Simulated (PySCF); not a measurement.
# C$_{3}$H$_{5}$FO: NMR shielding calculation

System: C$_{3}$H$_{5}$FO (epifluorohydrin).
Method: GIAO LC-wPBE/pcSseg-2 NMR shielding, non-relativistic, gas phase (PySCF 2.14.0).

The geometry comes from this level: PBE0-D3(BJ)/def2-SVP. Figures and captions count atoms from 1; the log counts them from 0 in places.

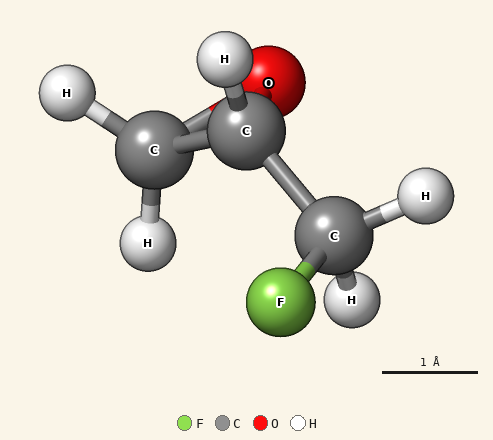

Fig. 1: The structure (ball-and-stick view, seen at a tilt). Bond lengths as drawn: C–C 1.46 to 1.50 Å, C–F 1.37 Å, C–H 1.10 Å and C–O 1.41 Å.

Results in brief:

| quantity | value |
| --- | --- |
| outcome | converged |
| total energy | −292.294128 hartree |
| HOMO | −11.07 eV |
| LUMO | 2.53 eV |
| dipole moment | 0.55 D |
| isotropic shielding, F | 439.2 ppm |
| isotropic shielding, C | 98.2 to 139.4 ppm |
| isotropic shielding, O | 335.3 ppm |
| isotropic shielding, H | 26.5 to 28.8 ppm |
| hardware | 1 CPU thread, shared host |
| wall time | 44 s |
| peak memory | 0.92 GiB |

Input file:
```
{"job": {"kind": "nmr", "xc": "LC-wPBE", "basis": "pcSseg-2", "pop": false}, "charge": 0, "multiplicity": 1}
F      1.949405     0.264475     0.844449
C      1.198935     0.148040    -0.295951
C     -0.233016     0.494569    -0.006776
C     -1.202770    -0.537145     0.357160
O     -1.168804     0.013361    -0.941998
H      1.257268    -0.885013    -0.678777
H      1.610797     0.826360    -1.063152
H     -0.403685     1.521929     0.346193
H     -0.872966    -1.580905     0.442285
H     -2.074523    -0.267250     0.966019
```

The first line tells a small driver script what to run in PySCF; the rest is the geometry in Å.

Launch command:
```bash
OMP_NUM_THREADS=1 python <driver script> task.json out
```

What the program printed:
```
coarse grid: 8536 points
cycle   1  E = -292.1797216632  dE =  9.279e-01  |g| = 8.017e-01  |ddm| = 2.030e+00
cycle   2  E = -292.1602004137  dE =  1.952e-02  |g| = 9.382e-01  |ddm| = 7.754e-01
cycle   3  E = -292.2961557062  dE = -1.360e-01  |g| = 6.059e-02  |ddm| = 4.003e-01
cycle   4  E = -292.2967066931  dE = -5.510e-04  |g| = 2.709e-02  |ddm| = 4.491e-02
cycle   5  E = -292.2968246617  dE = -1.180e-04  |g| = 1.294e-02  |ddm| = 1.970e-02
cycle   6  E = -292.2968501336  dE = -2.547e-05  |g| = 1.950e-03  |ddm| = 7.649e-03
cycle   7  E = -292.2968510221  dE = -8.885e-07  |g| = 4.777e-04  |ddm| = 2.339e-03
final grid: 83296 points
cycle   8  E = -292.2941156096  dE = -1.167e-04  |g| = 8.804e-03  |ddm| = 3.537e-02
cycle   9  E = -292.2941147302  dE =  8.794e-07  |g| = 9.828e-03  |ddm| = 7.848e-03
cycle  10  E = -292.2941276946  dE = -1.296e-05  |g| = 4.546e-04  |ddm| = 3.591e-03
cycle  11  E = -292.2941277318  dE = -3.713e-08  |g| = 2.754e-04  |ddm| = 5.731e-04
cycle  12  E = -292.2941277460  dE = -1.422e-08  |g| = 8.020e-05  |ddm| = 2.177e-04
cycle  13  E = -292.2941277471  dE = -1.138e-09  |g| = 2.788e-05  |ddm| = 5.497e-05
cycle  14  E = -292.2941277473  dE = -1.914e-10  |g| = 4.311e-06  |ddm| = 4.442e-05
```

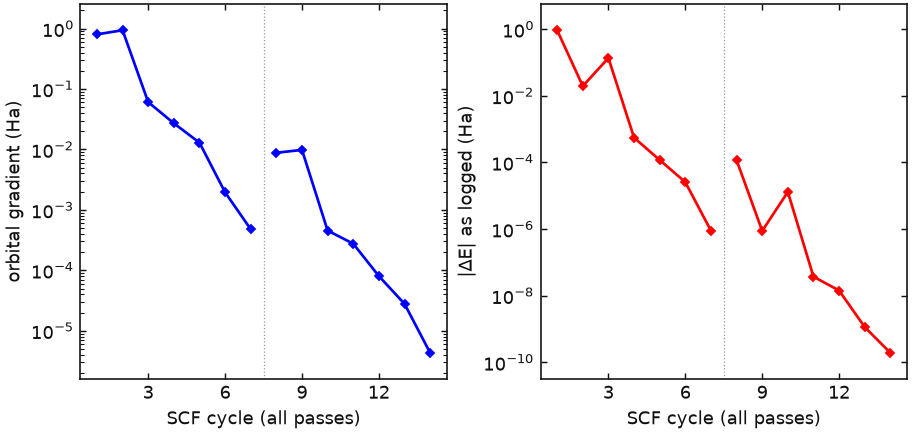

Fig. 2: Convergence of the self-consistent field: orbital gradient and size of the energy change against the SCF cycle. The dotted line marks the change from a coarse to the final integration grid. The first 7 cycles use a coarse grid, the final grid takes over at cycle 8, and the field converges after 14 cycles in all.

```
converged SCF energy = -292.2941277473

GIAO shielding tensors (ppm)
atom      isotropic    diamagn.    paramagn.     s11        s22        s33       span
  0 F      439.229     465.235     -26.007    405.791    438.019    473.876     68.085
  1 C       98.223     235.064    -136.841     63.013     78.192    153.465     90.452
  2 C      138.365     245.509    -107.143     84.597    151.217    179.282     94.685
  3 C      139.426     247.522    -108.097     95.680    147.990    174.607     78.927
  4 O      335.302     388.068     -52.766    176.339    401.344    428.222    251.884
  5 H       27.741      29.276      -1.535     23.991     28.765     30.467      6.476
  6 H       26.479      28.350      -1.871     22.433     27.409     29.595      7.161
  7 H       28.383      29.397      -1.015     22.824     26.522     35.803     12.979
  8 H       28.845      30.568      -1.723     24.000     26.722     35.814     11.815
  9 H       28.604      29.397      -0.794     23.583     25.646     36.583     13.000
```

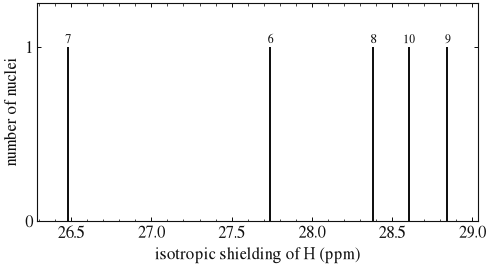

Fig. 3: Isotropic shieldings of the hydrogen nuclei in this fixed geometry, labelled by atom number; shielding grows to the right, so chemical shift grows to the left. The least shielded is H7 (26.5 ppm), the most shielded H9 (28.8 ppm).
